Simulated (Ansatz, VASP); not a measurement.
# Cross-check of MnS (Browneite) between VASP and Ansatz

Aim: how closely do two programs agree when they are given the same cell, functional and k mesh? The cell comes out of the VASP series on this material, whose earlier steps may have relaxed, scaled or displaced it; both programs get it as it stands.

Program: Ansatz 0.2.0. Level of theory: plane waves, with VASP 6.6.1 beside it; single point at r2SCAN and band structure at r2SCAN. Results are calculated unless marked as measured.

**1. Set-up**

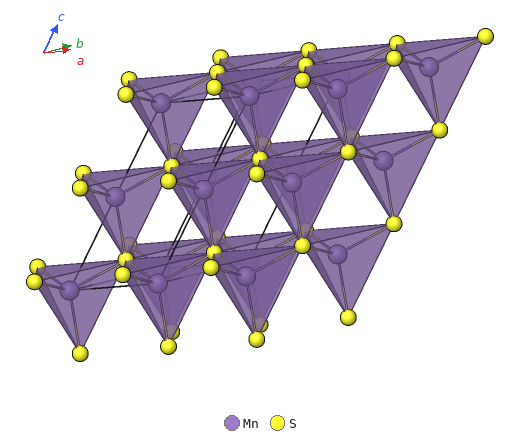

The cell as given, from a free direction (manganese light purple, sulfur yellow). 2×1×1 cells are drawn. Some periodic images of atoms are drawn too.

Structure file:

```xyz
4
Lattice="0.0000 2.8000 2.8000 2.8000 0.0000 2.8000 5.6000 5.6000 0.0000" Properties=species:S:1:pos:R:3 pbc="T T T"
Mn    0.0000    0.0000    0.0000
Mn    2.8000    2.8000    0.0000
S     1.4000    1.4000    1.4000
S     4.2000    4.2000    1.4000
```

**2. VASP: single point, r2SCAN**

A single point gives forces, pressure and levels at one fixed geometry, so differences don't come from the geometry; what else differs is listed under the comparison.

Lines of VASP's logs that name or quote its potential files are left out, and so is its time.

The input, INCAR:

```
SYSTEM = MnS
PREC = Accurate
ENCUT = 400
EDIFF = 1E-06
NELM = 100
ISMEAR = 0
SIGMA = 0.05
LREAL = .FALSE.
ALGO = Normal
METAGGA = R2SCAN
LASPH = .TRUE.
NBANDS = 27
ISPIN = 2
MAGMOM = 4 -4 0 0
LMAXMIX = 4
LORBIT = 11
LWAVE = .FALSE.
LCHARG = .FALSE.
KPAR = 4
ISIF = 2
```

The input, POSCAR:

```
MnS
1.0
    0.0000000000      2.8000000000      2.8000000000
    2.8000000000      0.0000000000      2.8000000000
    5.6000000000      5.6000000000      0.0000000000
Mn S
2 2
Direct
    0.0000000000      0.0000000000      0.0000000000
    0.0000000000      0.0000000000      0.5000000000
    0.2500000000      0.2500000000      0.1250000000
    0.2500000000      0.2500000000      0.6250000000
```

The input, KPOINTS:

```
Automatic mesh
0
Gamma
7 7 7
0 0 0
```

The projector-augmented-wave data sets are Mn_pv and S (PBE family, release 64).

Command:

```
$ mpirun -np 4 vasp_std
```

Numbers of over 12 decimals in the logs are rounded to 6 here.

The log of the run:

```text
[banner, memory and clock lines left out]
running    4 mpi-ranks, on    1 nodes
 distrk:  each k-point on    1 cores,    4 groups
 distr:  one band on    1 cores,    1 groups

 POSCAR found type information on POSCAR MnS
 POSCAR found :  2 types and       4 ions
|                                                                             |
|               ----> ADVICE to this user running VASP <----                  |
|                                                                             |
|     You enforced a specific xc type in the INCAR file but a different       |
|     [... a line on the potential file left out ...]
|     I HOPE YOU KNOW WHAT YOU ARE DOING!                                     |
|                                                                             |

 LDA part: xc-table for (None), standard interpolation
 POSCAR, INCAR and KPOINTS ok, starting setup
 FFT: planning ... GRIDC
 FFT: planning ... GRID_SOFT
 FFT: planning ... GRID
 WAVECAR not read
 entering main loop
       N       E                     dE             d eps       ncg     rms          rms(c)
DAV:   1     0.296173107480E+03    0.29617E+03   -0.19022E+04  5464   0.122E+03
DAV:   2    -0.330247226165E+02   -0.32920E+03   -0.31853E+03  4818   0.364E+02
DAV:   3    -0.584231581511E+02   -0.25398E+02   -0.25076E+02  5759   0.105E+02
DAV:   4    -0.590884630651E+02   -0.66530E+00   -0.66368E+00  5617   0.173E+01
DAV:   5    -0.591008910847E+02   -0.12428E-01   -0.12426E-01  5704   0.271E+00    0.153E+01
DAV:   6    -0.498166391576E+02    0.92843E+01   -0.31905E+01  5488   0.561E+01    0.195E+01
DAV:   7    -0.500816481823E+02   -0.26501E+00   -0.25646E+00  5210   0.152E+01    0.113E+01
DAV:   8    -0.500304904421E+02    0.51158E-01   -0.35953E-01  5846   0.753E+00    0.674E+00
DAV:   9    -0.500447200903E+02   -0.14230E-01   -0.23414E-01  5369   0.424E+00    0.115E+00
DAV:  10    -0.500424928870E+02    0.22272E-02   -0.52671E-02  5399   0.275E+00    0.348E-01
DAV:  11    -0.500441891157E+02   -0.16962E-02   -0.42406E-03  5254   0.444E-01    0.164E-01
DAV:  12    -0.500446659785E+02   -0.47686E-03   -0.74508E-04  5091   0.237E-01    0.103E-01
DAV:  13    -0.500448172142E+02   -0.15124E-03   -0.16963E-04  5085   0.896E-02    0.823E-02
DAV:  14    -0.500448448606E+02   -0.27646E-04   -0.85249E-06  5222   0.260E-02    0.473E-02
DAV:  15    -0.500448747978E+02   -0.29937E-04   -0.16102E-05  4947   0.321E-02    0.111E-02
DAV:  16    -0.500448803451E+02   -0.55473E-05   -0.22080E-06  4629   0.120E-02    0.329E-03
DAV:  17    -0.500448754195E+02    0.49256E-05   -0.15803E-07  2724   0.411E-03    0.140E-03
DAV:  18    -0.500448742313E+02    0.11882E-05   -0.58997E-08  2574   0.178E-03    0.510E-04
DAV:  19    -0.500448742623E+02   -0.31031E-07   -0.94695E-09  2508   0.785E-04
   1 F= -.50044874E+02 E0= -.50044874E+02  d E =-.150200E-11  mag=     0.0000
```

OUTCAR, selected parts (step 2):

```text
ion  position               nearest neighbor table
   1  0.000  0.000  0.000-   3 2.42   4 2.42   3 2.42   3 2.42
   2  0.000  0.000  0.500-   3 2.42   4 2.42   4 2.42   4 2.42
   3  0.250  0.250  0.125-   1 2.42   1 2.42   1 2.42   2 2.42
   4  0.250  0.250  0.625-   2 2.42   2 2.42   1 2.42   2 2.42

  LATTYP: Found a trigonal (rhomboedric) cell.
 ALAT       =     6.8585712798
 COS(alpha) =     0.8333333333

 Subroutine GETGRP returns: Found  6 space group operations
 (whereof  6 operations were pure point group operations)

The static configuration has the point symmetry C_3v.

 Found     44 irreducible k-points:

   k-points           NKPTS =     44   k-points in BZ     NKDIM =     44   number of bands    NBANDS=     27

   dimension x,y,z NGX =    28 NGY =   28 NGZ =   54
   dimension x,y,z NGXF=    56 NGYF=   56 NGZF=  108

   ENCUT  =  400.0 eV  29.40 Ry    5.42 a.u.   6.46  6.46 12.91*2*pi/ulx,y,z

   NELECT =      38.0000    total number of electrons

 k-points in reciprocal lattice and weights: Automatic mesh
   0.00000000  0.00000000  0.00000000       0.003
   0.14285714  0.00000000  0.00000000       0.017
   0.28571429  0.00000000  0.00000000       0.017
   0.42857143  0.00000000  0.00000000       0.017
   0.14285714  0.14285714  0.00000000       0.017
   0.28571429  0.14285714  0.00000000       0.035
   0.42857143  0.14285714  0.00000000       0.035
  -0.42857143  0.14285714  0.00000000       0.035
  -0.28571429  0.14285714  0.00000000       0.035
[...]
0.00000000  0.00000000  0.42857143       0.006
   0.42857143  0.00000000  0.42857143       0.017

 average (electrostatic) potential at core
       1 -75.9896       2 -75.9896       3 -90.1851       4 -90.1851

 E-fermi :   3.9987

 spin component 1
 k-point     1 :       0.0000    0.0000    0.0000
  band No.  band energies     occupation
    ...
     15       1.3656      1.00000
     16       1.3657      1.00000
     17       2.9234      1.00000
     18       3.7756      1.00000
     19       3.7757      1.00000
     20       6.1288      0.00000
     21       6.2358      0.00000
     22       6.2374      0.00000
     23       7.3125      0.00000
     24       7.8028      0.00000
    ...

 k-point     2 :       0.1429    0.0000    0.0000
  band No.  band energies     occupation
    ...
     15       1.2005      1.00000
     16       1.3444      1.00000
     17       2.7083      1.00000
     18       3.2016      1.00000
     19       3.5579      1.00000
     20       6.1182      0.00000
     21       6.2223      0.00000
     22       6.8445      0.00000
     23       7.0963      0.00000
     24       7.6385      0.00000
    ...

 k-point     3 :       0.2857    0.0000    0.0000
  band No.  band energies     occupation
    ...
     15       1.0118      1.00000
     16       1.2787      1.00000
     17       2.0086      1.00000
     18       2.7426      1.00000
     19       3.1086      1.00000
     20       5.8373      0.00000
     21       6.2487      0.00000
     22       6.5323      0.00000
     23       7.0940      0.00000
     24       7.3972      0.00000
    ...

 k-point     4 :       0.4286    0.0000    0.0000
  band No.  band energies     occupation
    ...
     15       1.0560      1.00000
     16       1.1882      1.00000
     17       1.5814      1.00000
     18       2.5458      1.00000
     19       2.7690      1.00000
     20       5.5948      0.00000
     21       6.2236      0.00000
     22       6.3919      0.00000
     23       6.6119      0.00000
     24       7.0352      0.00000
    ...

 k-point     5 :       0.1429    0.1429    0.0000
  band No.  band energies     occupation
    ...
     15       1.1741      1.00000
     16       1.3391      1.00000
     17       2.6901      1.00000
     18       3.1890      1.00000
     19       3.5359      1.00000
     20       6.0675      0.00000
     21       6.2923      0.00000
     22       6.8565      0.00000
     23       7.2416      0.00000
     24       7.5854      0.00000
    ...

 k-point     6 :       0.2857    0.1429    0.0000
  band No.  band energies     occupation
    ...
     15       1.0240      1.00000
     16       1.2636      1.00000
     17       2.3532      1.00000
     18       2.7017      1.00000
     19       3.1379      1.00000
     20       5.9142      0.00000
     21       6.1821      0.00000
     22       6.7250      0.00000
     23       7.1071      0.00000
     24       7.3908      0.00000
    ...

  Total       -0.7237247     -0.7237247     -0.7237247     -0.5708790      0.5708790      0.5708790
  in kB      -13.2053495    -13.2053495    -13.2053495    -10.4164704     10.4164704     10.4164704
  external PRESSURE =     -13.2053495 kB  Pullay stress =       0.0000000 kB

  energy-cutoff  :      400.00
  volume of cell :       87.81
      direct lattice vectors                 reciprocal lattice vectors
     0.000000000  2.800000000  2.800000000    -0.178571429  0.178571429  0.178571429
     2.800000000  0.000000000  2.800000000     0.178571429 -0.178571429  0.178571429
     5.600000000  5.600000000  0.000000000     0.089285714  0.089285714 -0.089285714

 POSITION                                       TOTAL-FORCE (eV/Angst)
 -----------------------------------------------------------------------------------
      0.00000      0.00000      0.00000        -0.129612     -0.129612      0.129612
      2.80000      2.80000      0.00000        -0.129612     -0.129612      0.129612
      1.40000      1.40000      1.40000         0.129612      0.129612     -0.129612
      4.20000      4.20000      1.40000         0.129612      0.129612     -0.129612
 -----------------------------------------------------------------------------------
    total drift:                                0.017590      0.017590     -0.018790

  FREE ENERGIE OF THE ION-ELECTRON SYSTEM (eV)
  ---------------------------------------------------
  free  energy   TOTEN  =       -50.0448742623 eV

  energy  without entropy=      -50.0448742623  energy(sigma->0) =      -50.04487426

 total charge
# of ion       s       p       d       tot
------------------------------------------
    1        0.268   6.205   4.898  11.371
    2        0.268   6.205   4.898  11.371
    3        1.301   2.483   0.000   3.784
    4        1.301   2.483   0.000   3.784
--------------------------------------------------
tot          3.139  17.376   9.795  30.311

 magnetization (x)
# of ion       s       p       d       tot
------------------------------------------
    1        0.033   0.050   4.266   4.349
    2       -0.033  -0.050  -4.266  -4.349
    3        0.006   0.028   0.000   0.034
    4       -0.006  -0.028   0.000  -0.034
--------------------------------------------------
tot          0.000   0.000   0.000   0.000

[... 1 further part left out ...]
```

The run ends at a pressure of -1.32 GPa, with forces up to 0.22 eV/Å.

(Continued in part 2 of 2.)

[Lines on the potential files, build, host, timing and source positions are cut from VASP's logs without a mark.]

[Logs are printed without paths, hosts, clocks, repeated set-up lines and the standing remarks that a program may print on its own settings, such as how far it seeks lower states.]

[Hosts, paths, dates, database ids (printed as entryN), source tags and the programs' standing remarks are cut or masked in the printed files.]
